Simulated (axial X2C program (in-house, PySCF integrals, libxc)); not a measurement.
**HCSb⁺: bond lengths and stretches, held linear**

How do method and spin–orbit coupling move the bonds and stretches of HCSb⁺, held linear?

Computed with an in-house X2C program for linear molecules on PySCF integrals. Level: all-electron X2C, two-component (2c) or spin-free, H dyall-v3z, C dyall-v3z, Sb dyall-v3z.

All values are calculated.

2 further runs of the same task are left out: 2 set aside as unsound or not needed.

## (1) Input

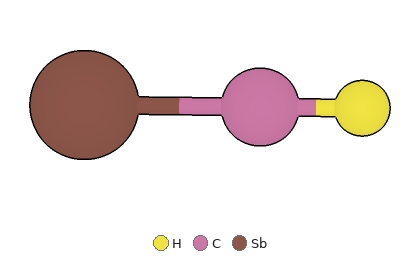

The atoms on one line, bonds 1.080 and 1.860 Å (hydrogen yellow, carbon pink, antimony brown).

Input file task.json:

```json
{"zs": [1, 6, 51], "q": 1, "bas": ["dyall-v3z", "dyall-v3z", "dyall-v3z"], "r0": [1.08, 1.86], "symm": 0, "scan": ["PBE0", "HF", "PBE"], "levels": ["PBE0", "HF", "TPSSh"], "nst": 2}
```

Keys: zs atomic numbers; q charge; bas basis sets; r0 starting distance in Å; symm equal bonds; scan levels of the two-bond scan (MP2 follows by itself at each HF point); levels methods; nst determinants followed.

Command:

```console
$ python solin.py task.json out
```

Masses H 1.008, C 12.000, Sb 120.904 u.

## (2) Scan at PBE0, 2c

State: Ω = 3/2 (beyond evenly filled blocks: ω = 3/2). Energies above the lowest point, from the job's result record:

```csv
r(H–C) (Å),r(C–Sb) (Å),E (meV)
1.0598,1.8671,55.57
1.0598,1.9150,12.52
1.0598,1.9629,34.94
1.0870,1.8671,44.03
1.0870,1.9150,0.00
1.0870,1.9629,21.50
1.0870,2.0108,93.30
1.1142,1.8671,58.45
1.1142,1.9150,13.45
1.1142,1.9629,34.04
1.1414,1.9150,49.14
1.1414,2.0108,138.91
```

A quadratic surface with cubic terms in each bond gives the minimum at 1.086 and 1.921 Å, force constants 5.66, 4.43 and coupling -0.11 mdyn/Å.

## (3) Scan at HF, 2c

State: Ω = 3/2 (beyond evenly filled blocks: ω = 3/2). Energies above the lowest point, from the job's result record:

```csv
r(H–C) (Å),r(C–Sb) (Å),E (meV)
1.0598,1.8671,141.84
1.0598,1.9150,35.36
1.0598,1.9629,0.00
1.0870,1.8671,143.67
1.0870,1.9150,36.54
1.0870,1.9629,0.60
1.0870,2.0108,22.75
1.1142,1.8671,171.85
1.1142,1.9150,64.07
1.1142,1.9629,27.54
1.1414,1.9150,114.17
1.1414,2.0108,98.12
```

A quadratic surface with cubic terms in each bond gives the minimum at 1.073 and 1.967 Å, force constants 6.14, 3.99 and coupling -0.07 mdyn/Å.

## (4) Scan at PBE, 2c

State: Ω = 3/2 (beyond evenly filled blocks: ω = 3/2). Energies above the lowest point, from the job's result record:

```csv
r(H–C) (Å),r(C–Sb) (Å),E (meV)
1.0598,1.8671,90.52
1.0598,1.9150,20.81
1.0598,1.9629,20.68
1.0870,1.8671,71.87
1.0870,1.9150,1.13
1.0870,1.9629,0.00
1.0870,2.0108,53.95
1.1142,1.8671,78.87
1.1142,1.9150,7.12
1.1142,1.9629,4.99
1.1414,1.9150,35.06
1.1414,2.0108,83.91
```

A quadratic surface with cubic terms in each bond gives the minimum at 1.094 and 1.940 Å, force constants 5.34, 4.34 and coupling -0.12 mdyn/Å.

## (5) Comparison

| level | r(H–C) (Å) | r(C–Sb) (Å) | lower stretch (cm⁻¹) | upper stretch (cm⁻¹) |
| --- | --- | --- | --- | --- |
| PBE0, 2c | 1.086 | 1.921 | 797.0 | 3227.8 |
| HF, 2c | 1.073 | 1.967 | 756.9 | 3359.3 |
| PBE, 2c | 1.094 | 1.940 | 788.2 | 3137.3 |
| MP2, 2c | 1.081 | 1.920 | 751.7 | 3290.0 |
| PBE0, spin-free | 1.086 | 1.913 | 824.8 | 3231.9 |
| HF, spin-free | 1.073 | 1.962 | 762.1 | 3360.8 |
| PBE, spin-free | 1.094 | 1.935 | 803.4 | 3140.4 |
| MP2, spin-free | 1.081 | 1.910 | 750.2 | 3289.1 |

Scans not shown above were run alike.

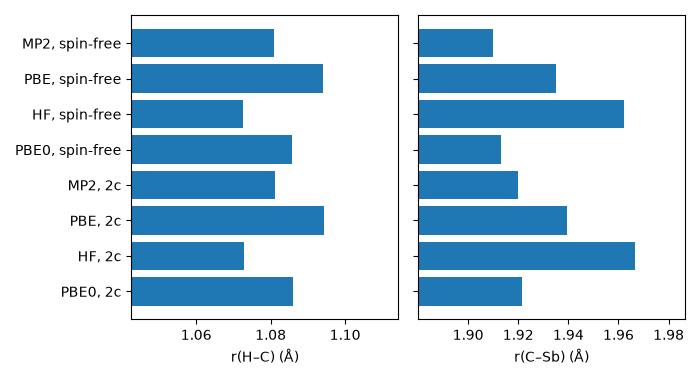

The two bond lengths by level.

In words: Over the levels the H–C bond spans 1.073 to 1.094 Å and the C–Sb bond 1.910 to 1.967 Å. At PBE0 going from spin-free to two-component moves the bonds by +0.000 and +0.008 Å. Each state is one determinant, the lowest of a limited PBE0 search; the stretches come from a fit to few points and are good to some per cent at best. MP2 freezes inner shells (threshold -2 hartree). The molecule was held linear; bending was not examined, so a bent shape may lie lower. Note: functional without a current term on a determinant with orbital currents, of the molecule or an atom.
